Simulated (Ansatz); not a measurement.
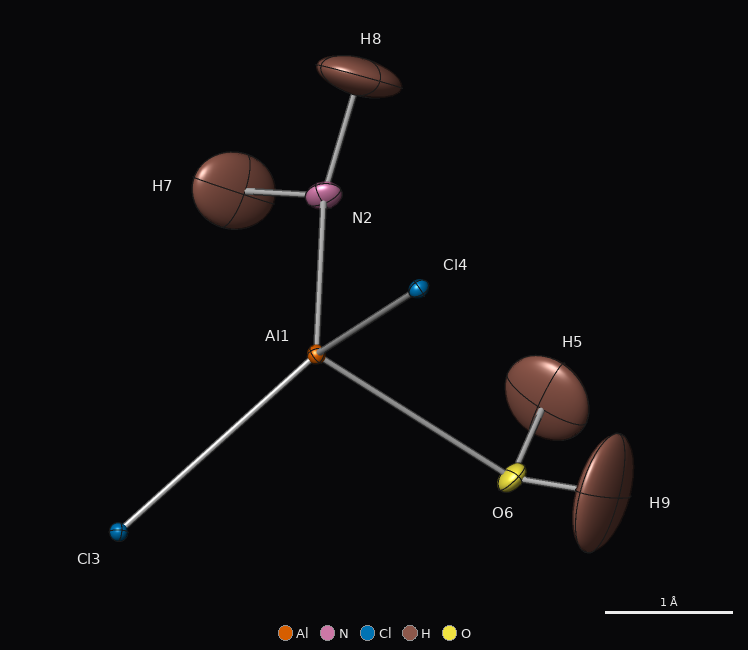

Displacement ellipsoids at the 50 % level, from the internal vibrations of the free molecule (harmonic, no overall translation or rotation; no half-axis is drawn under 0.075 Å). Vibrations computed with RKS PBE0-D4/def2-TZVP (Ansatz 0.2.0). Temperature: 200 K.

Give the displacement parameters, one line for each set of equivalent atoms.

```csv
atom,U_eq (Å²),rms amplitudes (Å)
Al1,0.0022,"0.039, 0.046, 0.053"
N2,0.0066,"0.056, 0.085, 0.097"
Cl3,0.0021,"0.036, 0.042, 0.055"
Cl4,0.0021,"0.037, 0.044, 0.056"
H5,0.0420,"0.099, 0.241, 0.242"
O6,0.0071,"0.056, 0.090, 0.100"
H7,0.0384,"0.097, 0.197, 0.259"
H8,0.0354,"0.096, 0.197, 0.241"
H9,0.0547,"0.094, 0.236, 0.315"
```
